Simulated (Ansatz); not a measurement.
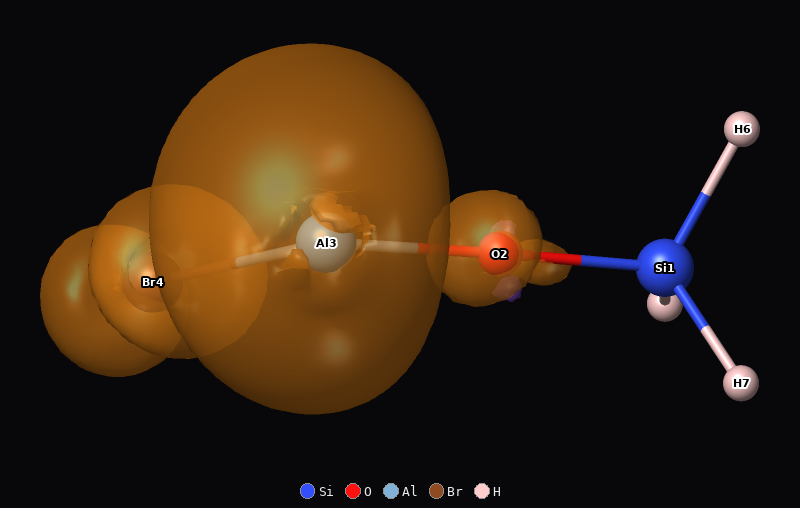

Figure 1: AlBrH₃OSi (doublet). Isosurfaces of the spin density at +0.015 (orange) and −0.015 e/Å³ (purple), seen from one side.

Geometry: PBE0-D4/def2-TZVP.

The calculation used UKS PBE0-D4/def2-TZVPP in Ansatz.

```xyz
7

Si    0.2197    1.1137    0.0672
O     0.1648   -0.4872    0.3715
Al    0.0428   -2.1467    0.5684
Br   -1.0821   -3.3761   -0.9808
H    -0.5079    1.4229   -1.1910
H    -0.4105    1.8574    1.1888
H     1.6344    1.5480   -0.0695
```

**Describe the spin distribution.**

The unpaired spin (1 electron) lies mostly on Al3 (about 0.8) and Br4 (about 0.1), in electrons by Hirshfeld's partition.
